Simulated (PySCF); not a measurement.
## Electronic structure of C$_{2}$H$_{9}$OSi$_{4}$ (SMILES C=C[Si]1([O])[SiH2][SiH2][SiH2]1) (doublet) in real space

Input file:

```
{"job": {"kind": "epr", "basis": "pcH-1"}, "charge": 0, "multiplicity": 2}
C     -2.286034    -0.430839     0.465104
C     -2.027505     0.011312    -0.755518
Si    -0.296354     0.434611    -1.396436
O     -0.113858     0.938079    -2.818987
Si     1.107320    -1.426171    -0.668992
Si     1.884193    -0.170114     1.180585
Si     0.725648     1.738655     0.397267
H     -3.283365    -0.664877     0.808841
H     -1.500739    -0.584178     1.195171
H     -2.852766     0.145406    -1.443285
H      0.388605    -2.693740    -0.446703
H      2.129906    -1.843171    -1.637808
H      3.337837    -0.065595     1.384921
H      1.444715    -0.668237     2.497213
H      1.564794     2.857139    -0.053372
H     -0.229994     2.430665     1.280588
```

Command:

```sh
OMP_NUM_THREADS=1 python probes_run.py task.json out
```

Geometry: GFN2-xTB.

All numbers below come from UKS B3LYP, pcH-1 on C H O Si, non-relativistic, mean-field spin-orbit, GIAO (PySCF).

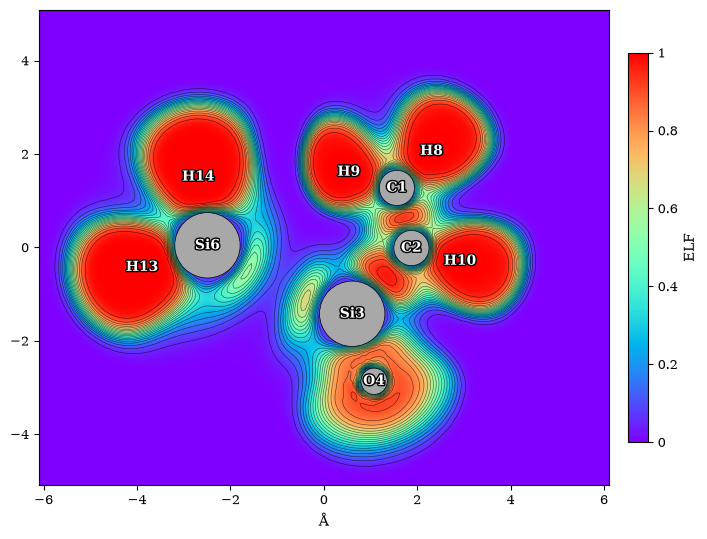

Figure 1. Electron localisation function on the plane of atoms H8, C1 and H9. Grey discs cover the atomic cores.

Question: Read the bonding off the picture.

Answer:
- The plane passes through C, Si, O and H nuclei.
- C–C (1.32 Å): the ELF peaks at about 0.95 between the atoms; a short, multiple covalent bond.
- Si–O (1.52 Å): the ELF peaks at about 0.85 between the atoms (a short, strongly polar bond).
- C–Si (1.89 Å): the ELF peaks at about 0.95 between the atoms (a covalent bond).
- C–H (1.08 Å): the ELF climbs to about 1 towards the hydrogen, as it does in any bond to H (an ordinary covalent bond to hydrogen).
- Si–H (1.47 Å): the ELF climbs to about 1 towards the hydrogen.
- The ELF also peaks beside O4, away from the bonds: non-bonding electrons, paired or unpaired.

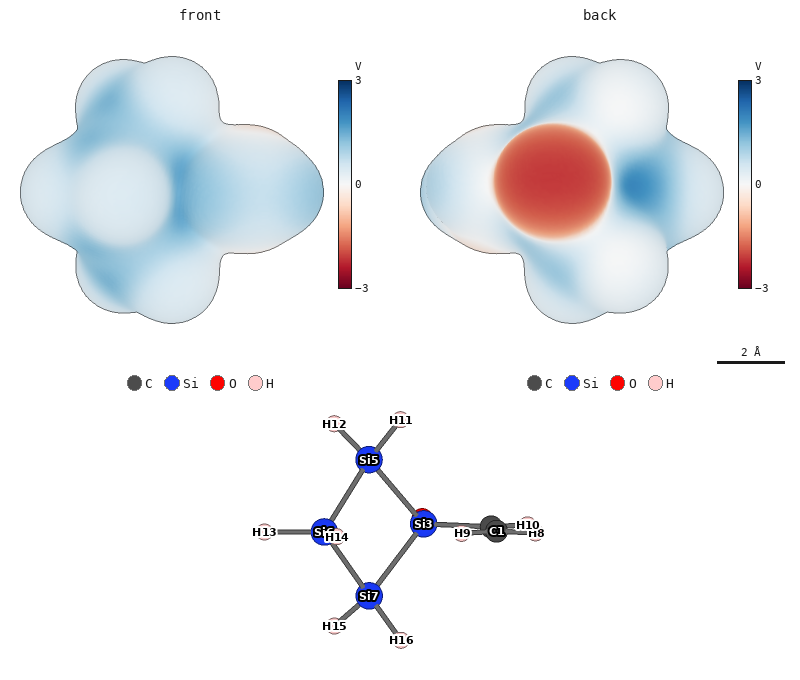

Figure 2. The electrostatic potential painted on the density surface at 0.002 e/bohr³, seen from the front and from behind; the colour scale runs from red (negative) to blue (positive). The bare structure is drawn below in the same view.

Question: Describe the electrostatic potential map.

Answer: The most negative region (about −2.1 V) lies over O4, the most positive (about +1.7 V) over Si5, Si6 and Si7. O4 is the likeliest acceptor of a hydrogen bond.
